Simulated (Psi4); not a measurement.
# CCSD(T)/cc-pVDZ (sweep point 4) run of HNCO (isocyanic acid)

We compute a single-point energy of HNCO (isocyanic acid). Input form: a Python script.

The calculation is run with Psi4 1.11.

3 further runs of the same task are left out: 1 that didn't finish, 2 set aside as unsound or not needed.

## Step 1: The structure to begin with

HNCO has 4 atoms, charge 0, and is taken as a singlet. As SMILES, `N=C=O`. Geometry: relaxed at PBE0-D4/def2-TZVP.

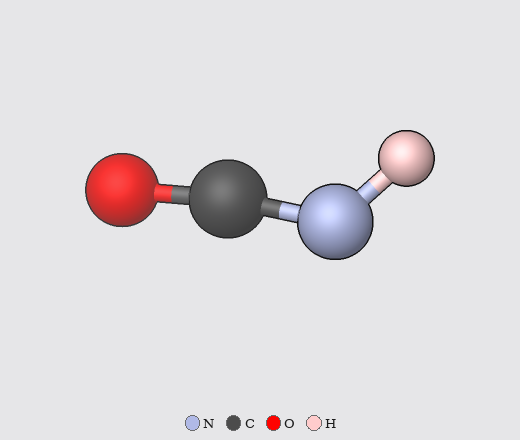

Viewed from a chosen angle; nitrogen light blue, carbon dark grey, oxygen red, hydrogen pink.

## Step 2: The energy at CCSD(T)/cc-pVDZ (sweep point 4)

The input, chno.py:

```python
import psi4

psi4.set_memory('1600 MB')
psi4.set_num_threads(1)
psi4.core.set_output_file('output.dat', False)

geom = psi4.geometry("""
0 1
N      0.505000    -0.390800    -0.422600
C     -0.462300     0.160800     0.046400
O     -1.461800     0.645200     0.383400
H      1.419000    -0.415200    -0.007200
units angstrom
symmetry c1
""")

psi4.set_options({
    'basis': 'cc-pVDZ',
    'scf_type': 'pk',
    'num_frozen_docc': 3,
    'scf_initial_accelerator': 'ediis',
})

e, wfn = psi4.energy("ccsd(t)", molecule=geom, return_wfn=True)
print('E =', round(e, 9))
```

Started as:

```
python chno.py
```

output.dat:

```text
[...]
  Running in c1 symmetry.
[...]
  Nuclear repulsion =   59.480594069378860
[...]
  Multiplicity = 1
[...]
  Nalpha       = 11
  Nbeta        = 11
[...]
    Number of basis functions: 47
[...]
   @RHF iter   1:  -167.70395817917461   -6.98621e-01   9.36660e-03 DIIS/EDIIS
[...]
   @RHF iter  13:  -167.77899833982985   -7.10543e-13   2.71673e-09 DIIS
[...]
    Orbital Energies [Eh]
    ---------------------
    Doubly Occupied:
       1A    -20.621204     2A    -15.591222     3A    -11.418744
       4A     -1.476689     5A     -1.260629     6A     -0.808717
       7A     -0.726073     8A     -0.652625     9A     -0.641808
      10A     -0.477059    11A     -0.444890
[...]
  @RHF Final Energy:  -167.77899833982985
   => Energetics <=
    Nuclear Repulsion Energy =             59.4805940693788600
    One-Electron Energy =                -346.2798666691792846
    Two-Electron Energy =                 119.0202742599705630
    Total Energy =                       -167.7789983398298546
[...]
 Multipole Moments:
 ------------------------------------------------------------------------------------
     Multipole            Electronic (a.u.)      Nuclear  (a.u.)        Total (a.u.)
 ------------------------------------------------------------------------------------
 L = 1.  Multiply by 2.5417464519 to convert [e a0] to [Debye]
 Dipole X            :         -0.9008372            1.7679693            0.8671321
 Dipole Y            :          0.4477414           -0.5238936           -0.0761522
 Dipole Z            :          0.3227097           -0.0203745            0.3023352
 Magnitude           :                                                    0.9214792
[...]
      * MP2 total energy                      = -168.243640290979044
[...]
      * CCSD total energy                     = -168.247925014611496
[...]
      * CCSD(T) total energy                  = -168.266436277352170
```

On the terminal:

```text
E = -168.266436277
```

Wall time 2.8 s (1 thread of Intel Xeon 6975P-C (Granite Rapids), shared host); peak memory 0.22 GiB.

## Step 3: Summary of results

Level: CCSD(T)/cc-pVDZ (sweep point 4), 3 core orbitals frozen.

```
                                   quantity          value
                               total energy  -168.26644 Eh
        HOMO energy (Hartree–Fock orbitals)      -12.11 eV
        LUMO energy (Hartree–Fock orbitals)        4.48 eV
      HOMO–LUMO gap (Hartree–Fock orbitals)       16.58 eV
correlation energy (3 core orbitals frozen)     -487.4 mEh
                             (T) correction     -18.51 mEh
                              T1 diagnostic          0.019
```

The triples make up 3.8 % of the correlation energy.
